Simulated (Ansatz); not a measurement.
# Dielectric function and optical constants of FeNi3 (Awaruite)

Aim: the dielectric function of FeNi3 (Awaruite), and the optical constants that follow from it.

Main program and level: Ansatz 0.2.0; DFT, PBE, plane-wave PAW, default files, scalar-relativistic, independent-particle optical response without local fields.

### Step 1. The structure

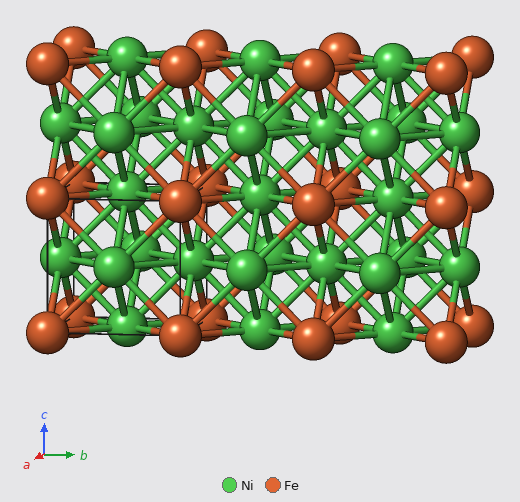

Start, viewed slightly off an axis; nickel green, iron orange. 1×3×2 cells are drawn. Some periodic images of atoms are drawn too.

### Step 2. Ground state and bands

First the ground state: is it a metal or has it a gap?

This step: DFT, PBE, plane-wave PAW, default files, scalar-relativistic, ground state (Ansatz 0.2.0).

The input, input.yaml:

```yaml
crystal:
  lattice:
    - [3.545, 0.0, 0.0]
    - [0.0, 3.545, 0.0]
    - [0.0, 0.0, 3.545]
  atoms:
    - { symbol: Ni, position: [0.5, 0.5, 0.0], spin: 1.0 }
    - { symbol: Ni, position: [0.5, 0.0, 0.5], spin: 1.0 }
    - { symbol: Ni, position: [0.0, 0.5, 0.5], spin: 1.0 }
    - { symbol: Fe, position: [0.0, 0.0, 0.0], spin: 3.0 }
magnetization:
  spin_polarized: true
kpoints:
  mp_grid: { grid: [6, 6, 6] }
  band_path:
    path:
      - [[0.0, 0.0, 0.0], [0.0, 0.5, 0.0], [0.5, 0.5, 0.0], [0.0, 0.0, 0.0], [0.5, 0.5, 0.5], [0.0, 0.5, 0.0]]
      - [[0.5, 0.5, 0.0], [0.5, 0.5, 0.5]]
    npoints: 10
scf:
  occupations: { method: fermi_dirac, width: 0.05 }
  n_extra_bands: 11
hamiltonian:
  xc: pbe
  pseudopotentials: { kind: paw }
output:
  forces: true
  stress: true
  populations: true
  write_bands: true
  write_density: true
  write_potential: true
  elf: true
  volumetric_format: npy
```

Launch:

```sh
$ ansatz run input.yaml --threads 4 --pin off --max-ram 8192MiB --backend cpu --events-out ev --progress --plain --runs-dir out
```

Numbers of over 12 decimals in the logs are rounded to 6 here.

What it wrote:

```text
scf.n_extra_bands = 11 over 35 filled bands (N_el = 70.0): the run solves 46 bands
Engine: ansatz 0.2.0, x86_64-unknown-linux-gnu
Pseudopotentials: kind: paw
Pseudopotential: Ni, paw, valence charge 18, recommended cutoff 420 eV (normal), Ni.paw.azcp
Pseudopotential: Fe, paw, valence charge 16, recommended cutoff 420 eV (normal), Fe.paw.azcp
Functional definition: PBE
  parameter kappa = 0.804
  parameter beta = 0.066725
  exchange = pbe_x(kappa = kappa, mu = beta*pi^2/3)
  correlation = pbe_c(beta = beta)
Crystal: 4 atoms, lattice volume = 44.550 Å³
Basis set: ecut = 420 eV, 895 PW (Γ), exchange–correlation on 48×48×48 points (8 copies of the dense FFT grid, shifted against one another)
Bands: 46, of which v1, the nominal top of the filled ones, is band 35 counted from 1 (34 counted from 0)
Symmetry: 48 space group operations
Space group: Pm-3m (ITA 221), of the structure as read, at distance tolerance 3.5e-5 Å
Magnetic group: BNS 221.92 (UNI 1594), of the structure as read, at distance tolerance 3.5e-5 Å
k-points: 20 of 216
Non-local potential: Ni, projectors of the file, l = 0: 3, l = 1: 2, l = 2: 3, l = 3: 1
Non-local potential: Fe, projectors of the file, l = 0: 3, l = 1: 2, l = 2: 3, l = 3: 1
PAW form: soft (Blöchl's): semilocal exchange-correlation on the pseudo side does not see the compensation charge
PAW one-centre angular grid: Ni, 590 points (default); XC on 64 Gauss nodes
PAW one-centre angular grid: Fe, 590 points (default); XC on 64 Gauss nodes
Initial density: superposition of atomic densities (chi_scale 0.1, normalization cell)
Starting moments: Σ|m| = 6 μB on 4 of 4 sites
Initial wavefunctions: pseudopotential atomic-orbital guess
Functional: x = pbe(κ = 0.804, μ = 0.219515), c = pbe(β = 0.066725)
SCF iter   1: F=—  HF=-21997.718699 eV  |F-HF|=—  |Δ(HF+E_count)|=         —  Δρ=6.36e-2 (↑3.75e-2 ↓6.36e-2)  dr2=2.71e0  dr2_m=1.30e-1  M=5.368 μB ∫|m|=5.646 μB  β_m=0.30  ethr=3.10e-3  ⟨swp⟩=5.8  Hψ=6005  notcnv=0  defer=20
Mixer restart at iter 1: flushing history
preconditioner: auto → Kerker (q_TF=auto, 2.942 Å⁻¹)  [metal: Δε(μ)=0.045 eV  Ē_g=8.936 eV  σ=0.050 eV  W_gap=0.22  n_scr=18 (ndim 8)  ℏωp=34.3 eV  f_vac=0.000  D(μ)=1.84/eV (n_scr^D=18)]
spin=Collinear: Kerker preconditioning applied to the charge; magnetization (m = ρ↑ − ρ↓) channel mixes plain (no charge-response kernel on spin).
SCF iter   2: F=—  HF=-21997.172070 eV  |F-HF|=—  |Δ(HF+E_count)|=   5.47e-1  Δρ=3.65e-2 (↑1.33e-2 ↓3.65e-2)  dr2=4.35e-1  dr2_m=1.68e-1  M=5.353 μB ∫|m|=5.657 μB  β_m=0.33  ethr=3.10e-3  ⟨swp⟩=2.4  Hψ=2996  notcnv=0  defer=102
SCF iter   3: F=—  HF=-21998.258854 eV  |F-HF|=—  |Δ(HF+E_count)|=    1.09e0  Δρ=2.54e-2 (↑1.53e-2 ↓2.54e-2)  dr2=1.91e-1  dr2_m=1.12e-1  M=5.319 μB ∫|m|=5.657 μB  β_m=0.59  ethr=6.21e-4  ⟨swp⟩=2.4  Hψ=2469  notcnv=0  defer=105
SCF iter   4: F=—  HF=-21999.770285 eV  |F-HF|=—  |Δ(HF+E_count)|=    1.51e0  Δρ=3.44e-2 (↑9.98e-3 ↓3.44e-2)  dr2=5.72e-1  dr2_m=7.79e-2  M=4.994 μB ∫|m|=5.447 μB  β_m=0.64  ethr=2.73e-4  ⟨swp⟩=2.6  Hψ=3257  notcnv=0  defer=107
SCF iter   5: F=—  HF=-22000.013340 eV  |F-HF|=—  |Δ(HF+E_count)|=   2.43e-1  Δρ=1.61e-2 (↑7.38e-3 ↓1.61e-2)  dr2=1.44e-1  dr2_m=1.70e-2  M=4.917 μB ∫|m|=5.405 μB  β_m=0.78  ethr=2.73e-4  ⟨swp⟩=3.0  Hψ=3155  notcnv=0  defer=110
SCF iter   6: F=—  HF=-22000.023296 eV  |F-HF|=—  |Δ(HF+E_count)|=   9.96e-3  Δρ=2.55e-3 (↑2.55e-3 ↓1.19e-3)  dr2=2.90e-3  dr2_m=9.10e-4  M=4.910 μB ∫|m|=5.403 μB  β_m=0.74  ethr=2.06e-4  ⟨swp⟩=2.3  Hψ=2908  notcnv=0  defer=112
SCF iter   7: F=—  HF=-22000.028279 eV  |F-HF|=—  |Δ(HF+E_count)|=   4.98e-3  Δρ=1.70e-3 (↑1.70e-3 ↓1.16e-3)  dr2=2.60e-3  dr2_m=1.07e-4  M=4.906 μB ∫|m|=5.404 μB  β_m=0.87  ethr=4.15e-6  ⟨swp⟩=2.0  Hψ=2644  notcnv=0  defer=112
SCF iter   8: F=—  HF=-22000.030086 eV  |F-HF|=—  |Δ(HF+E_count)|=   1.81e-3  Δρ=1.36e-3 (↑5.92e-4 ↓1.36e-3)  dr2=9.84e-4  dr2_m=8.48e-5  M=4.903 μB ∫|m|=5.406 μB  β_m=0.94  ethr=3.72e-6  ⟨swp⟩=2.0  Hψ=2929  notcnv=0  defer=112
SCF iter   9: F=—  HF=-22000.030299 eV  |F-HF|=—  |Δ(HF+E_count)|=   2.12e-4  Δρ=3.83e-4 (↑1.33e-4 ↓3.83e-4)  dr2=4.50e-5  dr2_m=1.84e-5  M=4.901 μB ∫|m|=5.406 μB  β_m=0.97  ethr=1.41e-6  ⟨swp⟩=2.0  Hψ=2513  notcnv=0  defer=112
SCF iter  10: F=—  HF=-22000.030304 eV  |F-HF|=—  |Δ(HF+E_count)|=   5.10e-6  Δρ=1.91e-4 (↑1.29e-4 ↓1.91e-4)  dr2=2.48e-5  dr2_m=7.58e-7  M=4.902 μB ∫|m|=5.406 μB  β_m=0.97  ethr=6.43e-8  ⟨swp⟩=2.2  Hψ=2482  notcnv=0  defer=112
SCF iter  11: F=—  HF=-22000.030304 eV  |F-HF|=—  |Δ(HF+E_count)|=   1.21e-8  Δρ=5.27e-5 (↑3.43e-5 ↓5.27e-5)  dr2=2.25e-6  dr2_m=5.92e-8  M=4.902 μB ∫|m|=5.406 μB  β_m=0.85  ethr=3.54e-8  ⟨swp⟩=2.0  Hψ=2569  notcnv=0  defer=112
SCF iter  12: F=—  HF=-22000.030303 eV  |F-HF|=—  |Δ(HF+E_count)|=   4.47e-7  Δρ=2.80e-5 (↑1.28e-5 ↓2.80e-5)  dr2=4.04e-7  dr2_m=2.92e-8  M=4.902 μB ∫|m|=5.406 μB  β_m=0.84  ethr=3.22e-9  ⟨swp⟩=2.0  Hψ=2583  notcnv=0  defer=112
SCF iter  13: F=—  HF=-22000.030303 eV  |F-HF|=—  |Δ(HF+E_count)|=   2.81e-8  Δρ=6.79e-6 (↑3.44e-6 ↓6.79e-6)  dr2=2.43e-8  dr2_m=1.62e-9  M=4.902 μB ∫|m|=5.406 μB  β_m=0.92  ethr=5.77e-10  ⟨swp⟩=2.2  Hψ=2258  notcnv=0  defer=112
SCF iter  14: F=-22000.030303 eV  HF=-22000.030303 eV  |F-HF|=1.99e-8  |Δ(HF+E_count)|=   3.14e-9  Δρ=6.43e-6 (↑2.14e-6 ↓6.43e-6)  dr2=2.32e-8  dr2_m=2.15e-9  M=4.902 μB ∫|m|=5.406 μB  ethr=3.47e-11  ⟨swp⟩=10.7  Hψ=11000  notcnv=0
SCF 1 converged in 14 iterations: F = -22000.030303 eV  dr2 = 2.32e-8
  greatest PAW one-centre occupation: 1.002 electrons in one spin orbital (limit 2), on the Fe atom at site 3 (counted from 0), in its partial waves of l = 1
NSCF: frozen V_eff on 62 k-points
SCF converged after 14 iterations
Magnetization: 4.9016 μB (37.4508 up, 32.5492 down)
Absolute magnetization: 5.4092 μB (∫|ρ↑−ρ↓|, with the PAW one-centre terms)
Spin contamination: 0.1014 ħ² per cell (⟨S²⟩ above its minimum at these occupations)
Per-site moments (μB) at R_I (Å): [(0.712477, 1.034011), (0.712477, 1.034011), (0.712477, 1.034011), (2.923334, 1.034011)]
Free energy (F): -22000.030303 eV
Harris-Foulkes:  -22000.030303 eV  (|F-HF|=1.99e-8)
Internal energy: -22000.008283 eV  (E = F + TS)
E sigma→0 (E₀):  -22000.019293 eV
Entropy (-TS):   -0.022020 eV (-5.505 meV/atom)
Fermi energy:    18.262142 eV
--- Per-component energies (eV) ---
  E_band       = -1082.518708
  E_kinetic    = 1194.001279
  E_local      = -12494.807803  (includes V_loc(G=0)·N_el)
  E_nonlocal   = 2126.049121
  E_hartree    = 5222.793064
  E_xc         = -371.889572
  E_vxc        = -479.301931  (∫ρ·V_xc dr)
  E_paw        = -6255.510147  (= ΣΔE_a)
  E_vpaw       = -1874.063205  (= ΣTr[D̂ρ^β])
  E_aug_tail   = 0.001720  (compensation charges beyond the density's cutoff)
  E_ewald      = -11420.645946
  E_smearing   = -0.022020  (= −TS)
  E_closure    = -0.000000  (closes the sum)
  Σ components = -22000.030303   (vs F -22000.030303, Δ=0.00e0)
--- Forces (eV/Å), atoms counted from 1 ---
  atom   1  Ni     0.00000000    -0.00000000     0.00000000
  atom   2  Ni     0.00000000    -0.00000000     0.00000000
  atom   3  Ni     0.00000000     0.00000000     0.00000000
  atom   4  Fe    -0.00000000    -0.00000000    -0.00000000
  max |Σ_I F_I| component: 7.36e-29 eV/Å
--- Stress (GPa, compression-positive) ---
        0.021076      -0.000000       0.000000
       -0.000000       0.021076       0.000000
        0.000000       0.000000       0.021076
  P = ⅓ Tr σ = 0.0211 GPa (0.211 kbar)
--- Band table (eV; the first three rows and the last of 40) ---
  k-point 0 ↑: bands = [... 31 lower, 17.5454, 17.5454, 17.5454, 17.5960, 17.5960, 17.5960, 20.4181, 20.4181, ... 7 higher]
  k-point 1 ↑: bands = [... 31 lower, 17.2788, 17.3682, 17.3948, 17.3948, 17.5454, 17.5962, 18.8897, 21.4033, ... 7 higher]
  k-point 2 ↑: bands = [... 31 lower, 16.9523, 16.9528, 16.9539, 16.9539, 17.2605, 17.5456, 17.5968, 23.3574, ... 7 higher]
  k-point 19 ↓: bands = [... 31 lower, 17.7053, 18.3539, 18.3539, 18.3539, 19.0890, 19.0890, 19.0890, 19.4325, ... 7 higher]
--- Löwdin populations: 4 sites ---
  site symbol       q [e]    m [muB]
     0     Ni     17.7961     0.7066
     1     Ni     17.7961     0.7066
     2     Ni     17.7961     0.7066
     3     Fe     15.7002     2.9637
  spilling = 0.013021 (of n_electrons = 70.000000)
```

It took 15 s on 4 threads of AMD EPYC (Zen 3), shared host; peak memory 0.49 GiB; 30 s of CPU time.

This step gave:

```
free energy            : -22000.0303 eV
Fermi energy           : 18.26 eV
magnetization          : 4.902 μB
absolute magnetization : 5.409 μB
site moments           : 0.7125, 0.7125, 0.7125, 2.923 μB
electrons              : 70
symmetry operations    : 48
pressure               : 0.02108 GPa
volume                 : 44.55 Å³
gap on the path        : 0 eV
```

There are states at the Fermi level within the smearing, so the occupations stay smeared and the carriers get a Drude term. The cell is left with a pressure of 0.0 GPa, as it stands unrelaxed at this level.

Both spins together. Electronic bands along the path, in eV, zero at the Fermi level; # counts the bands kept:

```
    point    #35    #36    #37    #38    #39    #40   #41   #42
        Γ   0.31   0.31   0.31   1.04   1.04   1.30  1.30  1.30
        X  -0.85  -0.72  -0.67  -0.39  -0.10  -0.10  0.32  0.55
        M  -1.19  -0.79  -0.64   0.20   0.20   0.44  0.69  0.69
        Γ   0.31   0.31   0.31   1.04   1.04   1.30  1.30  1.30
        R  -0.59  -0.59  -0.56  -0.56  -0.56  -0.47  0.09  0.09
        X  -0.85  -0.72  -0.67  -0.39  -0.10  -0.10  0.32  0.55
jump to M  -1.19  -0.79  -0.64   0.20   0.20   0.44  0.69  0.69
        R  -0.59  -0.59  -0.56  -0.56  -0.56  -0.47  0.09  0.09
```

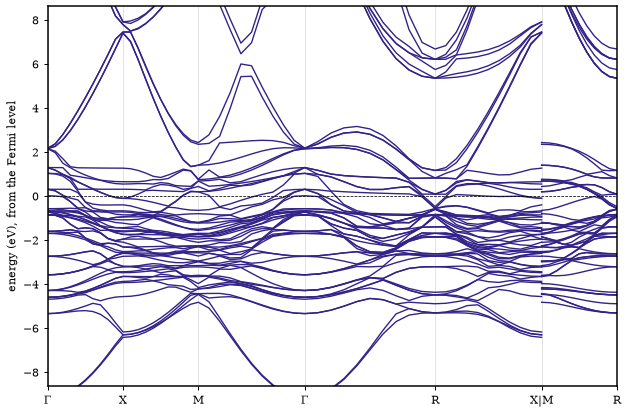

Electronic bands along the path.

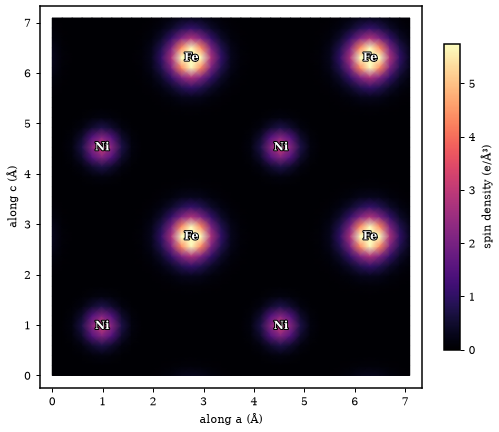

Spin density in the ac plane at fractional y = 0.000, with atoms of Ni and Fe within 0.2 Å of it. The map starts off the cell's origin, so that atoms lie inside it.

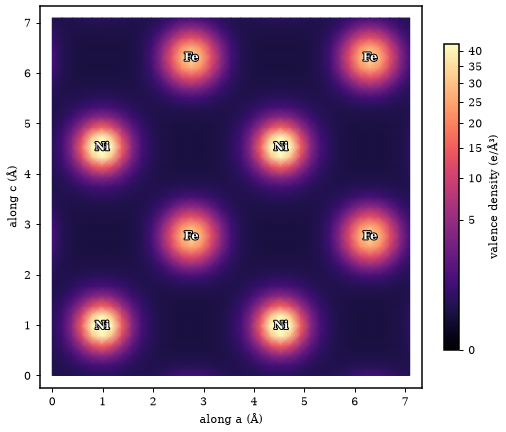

Valence density in the ac plane at fractional y = 0.000, with atoms of Ni and Fe within 0.2 Å of it. It is the smooth field of the valence electrons, not physical close to the nuclei. The map starts off the cell's origin, so that atoms lie inside it. The colour scale is stretched toward low values.

[end of part 1 of 2]

[Logs are printed without paths, hosts, clocks, repeated set-up lines and the standing remarks that a program may print on its own settings, such as how far it seeks lower states.]

[Hosts, paths, dates, database ids (printed as entryN), source tags and the programs' standing remarks are cut or masked in the printed files.]
